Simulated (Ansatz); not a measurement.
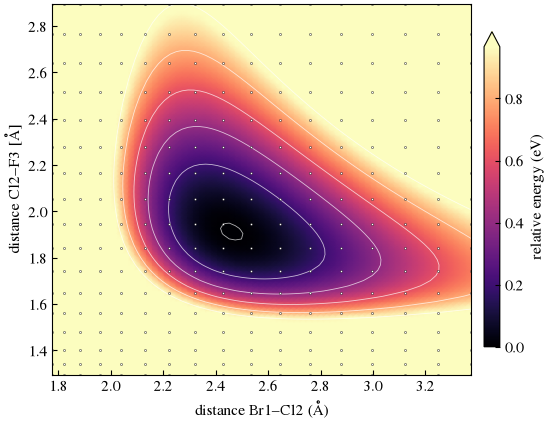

The system Br⁻ + ClF. 
- The first coordinate is: distance Br1–Cl2; the second: distance Cl2–F3.
- Nothing is relaxed (the angle Br1–Cl2–F3 is fixed at 180 degrees).
- The scan uses a 17 × 17 grid.
- Energies are in eV, from the lowest grid point.
- The reference is spin-restricted, so regions where a bond is pulled apart into radicals lie too high.
- These are results of Ansatz 0.2.0, RKS PBE0-D4/def2-SVPD, not measurements.

The picture shows a smooth colour map with a few white contour lines, dots at the grid points, one colour for all values above the top of the scale. Between grid points the surface is interpolated.

Question: Estimate the position of the minimum and the force constants in these coordinates.

Answer: The interpolated minimum is at distance Br1–Cl2 ≈ 2.460 Å, distance Cl2–F3 ≈ 1.912 Å. The curvatures there are about 6 eV/Å² and 8.5 eV/Å², with a cross term of about 2.8 eV/Å². Round the minimum the valley is somewhat tilted: raising distance Br1–Cl2 shifts the best value of distance Cl2–F3 downwards (coupling k₁₂/√(k₁₁k₂₂) about 0.4).
